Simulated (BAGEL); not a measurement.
**B3LYP/6-31G(d) (density fitting with qzvpp-jkfit, spherical functions) run of CH6GaN (SMILES [CH3][GaH][NH2])**

Aim: the energy change on altering one bond length of CH6GaN at B3LYP/6-31G* (density fitting with qzvpp-jkfit, spherical functions), from 2 runs. 

The calculation is run with BAGEL 1.2.2.

1 further run of the same task is left out (it didn't finish). Runs told in other sessions of the task aren't counted.

### Step 1. The structure to begin with

CH6GaN has 9 atoms, charge 0, and is taken as a singlet. SMILES: `[CH3][GaH][NH2]`. The shape is that of a PBE0-D4/def2-TZVP optimisation.

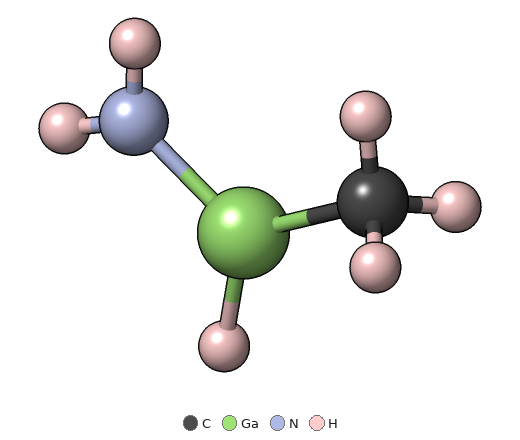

The structure, seen from a chosen angle (carbon dark grey, gallium green, nitrogen light blue, hydrogen pink).

### Step 2. The energy at B3LYP/6-31G(d) (density fitting with qzvpp-jkfit, spherical functions)

File input.json:

```json
{ "bagel" : [

{
  "title" : "molecule",
  "basis" : "6-31gs.json",
  "df_basis" : "qzvpp-jkfit",
  "angstrom" : true,
  "geometry" : [
    { "atom" : "C", "xyz" : [   -0.279100,    0.944700,   -1.124800 ] },
    { "atom" : "Ga", "xyz" : [    0.513400,   -0.531900,   -0.104400 ] },
    { "atom" : "N", "xyz" : [   -0.068200,   -0.807600,    1.596800 ] },
    { "atom" : "H", "xyz" : [   -0.756000,    0.568300,   -2.033100 ] },
    { "atom" : "H", "xyz" : [    0.493400,    1.652200,   -1.435600 ] },
    { "atom" : "H", "xyz" : [   -1.026300,    1.483500,   -0.540100 ] },
    { "atom" : "H", "xyz" : [    1.617900,   -1.521300,   -0.608700 ] },
    { "atom" : "H", "xyz" : [    0.276500,   -1.536600,    2.197700 ] },
    { "atom" : "H", "xyz" : [   -0.771600,   -0.251300,    2.052200 ] }
  ]
},
{
  "title" : "ks",
  "xc_func" : "b3lyp"
},
{
  "title" : "print",
  "file" : "orbitals.molden",
  "orbitals" : true
}

]}
```

The basis set 6-31G* is read from a file made from the Basis Set Exchange's data (not shown).

Command:

```
$ BAGEL_NUM_THREADS=1 BAGEL input.json > input.out
```

The program printed:

```text
* using 1 threads per process

  ===============================================================
  ===============================================================

  *** Geometry ***

  { "atom" : "C", "xyz" : [     -0.527423,      1.785224,     -2.125564 ] },
  { "atom" : "Ga", "xyz" : [      0.970185,     -1.005145,     -0.197287 ] },
  { "atom" : "N", "xyz" : [     -0.128879,     -1.526143,      3.017515 ] },
  { "atom" : "H", "xyz" : [     -1.428633,      1.073931,     -3.842002 ] },
  { "atom" : "H", "xyz" : [      0.932391,      3.122206,     -2.712891 ] },
  { "atom" : "H", "xyz" : [     -1.939426,      2.803409,     -1.020641 ] },
  { "atom" : "H", "xyz" : [      3.057388,     -2.874840,     -1.150276 ] },
  { "atom" : "H", "xyz" : [      0.522509,     -2.903753,      4.153051 ] },
  { "atom" : "H", "xyz" : [     -1.458113,     -0.474888,      3.878096 ] },

  Number of auxiliary basis functions:      526

  Since a DF basis is specified, we compute 2- and 3-index integrals:
    o Being stored without compression. Storage requirement is 0.022 GB

  Number of basis functions:       72
  Number of electrons      :       50

    * METHOD: MOLECULE                             0.23

  *** Kohn-Sham DFT ***

    * Removing 14978 points whose weight is below 1.00e-10
    * Grid points: 119176

  === Nuclear Repulsion ===
   188.6306445280

       - DIIS with orbital gradients will be used.

  === KS iteration (b3lyp / 6-31gs.json) ===
      0      -1941.71061254          0.09720075           0.24
      1      -1767.94570095          0.24547544           0.24
      2      -1937.53247243          0.10384778           0.24
      3      -1830.08362727          0.24729327           0.24
      4      -1939.70810347          0.23871747           0.24
      5      -1941.42274548          0.22656361           0.23
      6      -1942.24421718          0.21923168           0.23
      7      -1941.26996778          0.22956336           0.24
      8      -1941.50672666          0.13321756           0.23
      9      -1961.77822899          0.22246413           0.23
[... 17 lines of this table left out ...]
     27      -2021.10165820          0.00000024           0.24
     28      -2021.10165820          0.00000008           0.24
     29      -2021.10165820          0.00000004           0.23
     30      -2021.10165820          0.00000001           0.23
    * SCF iteration converged.

    * Permanent dipole moment:
           (    0.253660,    -0.137906,    -0.277790) a.u.

    * METHOD: KS                                   7.68

    * METHOD: PRINT                                0.01

  ===============================================================
```

It took 8.1 s on 1 thread of Arm Neoverse V2, shared host; peak memory 0.44 GiB.

### Step 3. The distorted shape at the same level

File dft.json:

```json
{ "bagel": [

{
  "title": "molecule",
  "basis": "6-31gs.json",
  "df_basis": "qzvpp-jkfit",
  "angstrom": "true",
  "geometry": [
    { "atom": "C", "xyz": [       0.186181,       1.165260,      -2.485763 ] },
    { "atom": "Ga", "xyz": [       0.978681,      -0.311340,      -1.465363 ] },
    { "atom": "N", "xyz": [      -0.068200,      -0.807600,       1.596800 ] },
    { "atom": "H", "xyz": [      -0.290719,       0.788860,      -3.394063 ] },
    { "atom": "H", "xyz": [       0.958681,       1.872760,      -2.796563 ] },
    { "atom": "H", "xyz": [      -0.561019,       1.704060,      -1.901063 ] },
    { "atom": "H", "xyz": [       2.083181,      -1.300740,      -1.969663 ] },
    { "atom": "H", "xyz": [       0.276500,      -1.536600,       2.197700 ] },
    { "atom": "H", "xyz": [      -0.771600,      -0.251300,       2.052200 ] }
  ]
},

{
  "title": "ks",
  "xc_func": "b3lyp"
},

{
  "title": "print",
  "file": "orbitals.molden",
  "orbitals": "true"
}

]}
```

The basis set 6-31G* is read from a file made from the Basis Set Exchange's data (not shown).

Command:

```
$ BAGEL_NUM_THREADS=1 BAGEL dft.json > dft.out
```

The program printed:

```text
* using 1 threads per process

  ===============================================================
  ===============================================================

  *** Geometry ***

  { "atom" : "C", "xyz" : [      0.351831,      2.202022,     -4.697411 ] },
  { "atom" : "Ga", "xyz" : [      1.849439,     -0.588347,     -2.769135 ] },
  { "atom" : "N", "xyz" : [     -0.128879,     -1.526143,      3.017515 ] },
  { "atom" : "H", "xyz" : [     -0.549379,      1.490729,     -6.413850 ] },
  { "atom" : "H", "xyz" : [      1.811645,      3.539003,     -5.284738 ] },
  { "atom" : "H", "xyz" : [     -1.060172,      3.220207,     -3.592488 ] },
  { "atom" : "H", "xyz" : [      3.936642,     -2.458042,     -3.722124 ] },
  { "atom" : "H", "xyz" : [      0.522509,     -2.903753,      4.153051 ] },
  { "atom" : "H", "xyz" : [     -1.458113,     -0.474888,      3.878096 ] },

  Number of auxiliary basis functions:      526

  Since a DF basis is specified, we compute 2- and 3-index integrals:
    o Being stored without compression. Storage requirement is 0.022 GB

  Number of basis functions:       72
  Number of electrons      :       50

    * METHOD: MOLECULE                             0.23

  *** Kohn-Sham DFT ***

    * Removing 13509 points whose weight is below 1.00e-10
    * Grid points: 120645

  === Nuclear Repulsion ===
   152.1069269687

       - DIIS with orbital gradients will be used.

  === KS iteration (b3lyp / 6-31gs.json) ===
      0      -1930.35485336          0.07859083           0.24
      1      -1697.79656740          0.19394285           0.24
      2      -1881.10444848          0.09184902           0.24
      3      -1831.83872271          0.32001693           0.24
      4      -1932.01383952          0.18520337           0.24
      5      -1936.22437881          0.15719268           0.24
      6      -1939.87500831          0.14624472           0.24
      7      -1919.39415572          0.14701910           0.24
      8      -1934.87779694          0.12470983           0.24
      9      -1996.92142788          0.10452175           0.24
[... 33 lines of this table left out ...]
     43      -2020.93734115          0.00000007           0.24
     44      -2020.93734115          0.00000002           0.24
     45      -2020.93734115          0.00000001           0.24
     46      -2020.93734115          0.00000000           0.24
    * SCF iteration converged.

    * Permanent dipole moment:
           (   -0.260984,    -0.556655,     1.545039) a.u.

    * METHOD: KS                                  11.50

    * METHOD: PRINT                                0.01

  ===============================================================
```

Run time: 12 s. Hardware: 1 thread of Arm Neoverse V2, shared host; peak memory 0.45 GiB.

### Step 4. Summary of results

Level: B3LYP/6-31G* (density fitting with qzvpp-jkfit, spherical functions).

| quantity | value |
| --- | --- |
| first shape: total energy | -2021.10166 Eh |
| first shape: dipole moment | 1.02 D |
| first shape: HOMO energy | -6.67 eV |
| first shape: LUMO energy | -0.36 eV |
| first shape: HOMO–LUMO gap | 6.31 eV |
| distorted shape: total energy | -2020.93734 Eh |
| distorted shape: dipole moment | 4.23 D |
| distorted shape: HOMO energy | -3.97 eV |
| distorted shape: LUMO energy | -2.84 eV |
| distorted shape: HOMO–LUMO gap | 1.13 eV |
| energy change with the Ga2–N3 bond stretched from 1.819 to 3.274 Å | 4.471 eV |

With the Ga2–N3 bond stretched from 1.819 to 3.274 Å the energy rises by 4.47 eV (103 kcal/mol). The first shape isn't relaxed at this level, so the change isn't measured from a minimum. A restricted reference can't describe the breaking bond well at this length.
